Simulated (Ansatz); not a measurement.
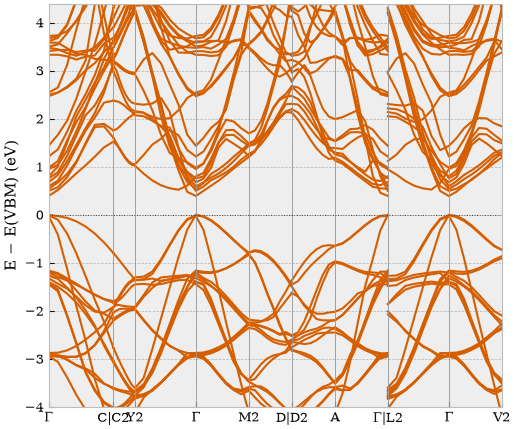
Fig. 1. Band structure from PBE (plane waves, PAW; program Ansatz)

Q: Read off the gap and where the band edges lie.

A: About 0.4 eV (0.39 eV by a search for the band edges); maximum at Γ, minimum at Γ.

The material is SiGe in space group Cm (No. 8; Pearson symbol mS32).

The start of the workflow was typed in or built on a structure type; neither database checked (COD, Materials Project) lists it. Its standing as an ambient phase is unchecked. Symmetry was held in the PBE relaxation; its stability against distortions is not shown here. Scalar-relativistic: spin–orbit coupling is off unless named, which matters more the heavier the elements.

Potentials: the earlier of the program's two PAW sets.
